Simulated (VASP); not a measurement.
Band structure of Ag (space group P6_3/mmc). Level of theory: PBEsol GGA, VASP's PBE PAW potentials (set 64) (plane waves; VASP).

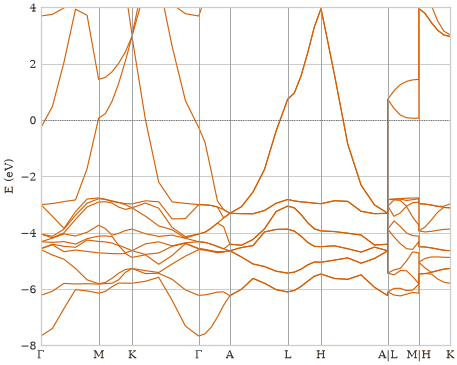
Figure. Bands along high-symmetry lines, zero at the valence-band maximum or, without a gap, the Fermi level

Q: Read the plot: is there a gap, and where are the band edges?

A: It has no gap at this level: it comes out as a metal or semimetal.

The structure comes from a computed database's Ag entry (P6_3/mmc); how it stands against other phases isn't given here. The cell was not relaxed at this level.
